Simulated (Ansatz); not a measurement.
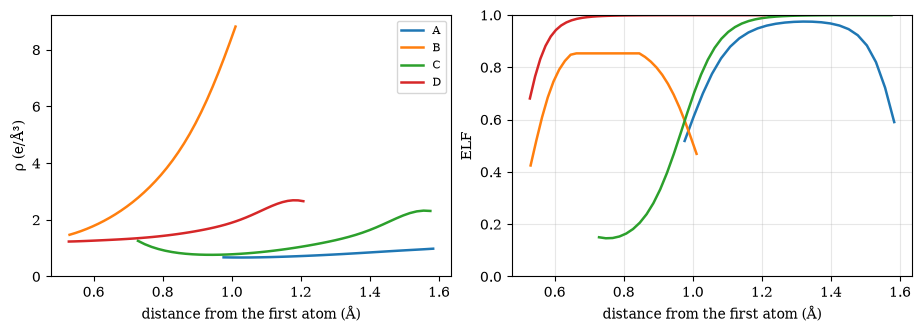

Figure. BFGaH$_{3}$. Total electron density and ELF along straight lines between neighbouring atoms. The curves leave out the atomic cores.

Geometry: PBE0-D4/def2-TZVP.

Level of theory: RKS PBE0-D4/def2-TZVPP in Ansatz 0.2.0.

| atom | x (Å) | y (Å) | z (Å) |
| --- | --- | --- | --- |
| B | 0.6559 | -0.3629 | 0.6279 |
| Ga | -0.7600 | 0.4383 | -0.7167 |
| F | 1.1390 | -1.5851 | 0.4545 |
| H | -2.3097 | 0.2807 | -0.4846 |
| H | -0.3287 | 1.2769 | -1.9780 |
| H | 1.0852 | 0.2254 | 1.5905 |

### Which curve belongs to which contact (B–F, B–H, Ga–B and Ga–H)? The first atom named is at distance zero.

Curve A: Ga–B (2.11 Å): ρ at the midpoint is about 0.67 e/Å³; the ELF peaks at about 1 in the valence shell of B, 0.8 Å from its nucleus, and is about 0.80 at the midpoint. Curve B: B–F (1.33 Å): ρ is about 2.2 e/Å³ halfway; the ELF peaks at about 0.85 between the atoms (a polar covalent bond). Curve C: Ga–H (1.57 Å): ρ at the midpoint is about 0.97 e/Å³; the ELF climbs to about 1 towards the hydrogen. Curve D: B–H (1.21 Å): ρ at the midpoint is about 1.3 e/Å³; the ELF climbs to about 1 towards the hydrogen (a covalent bond by its length).
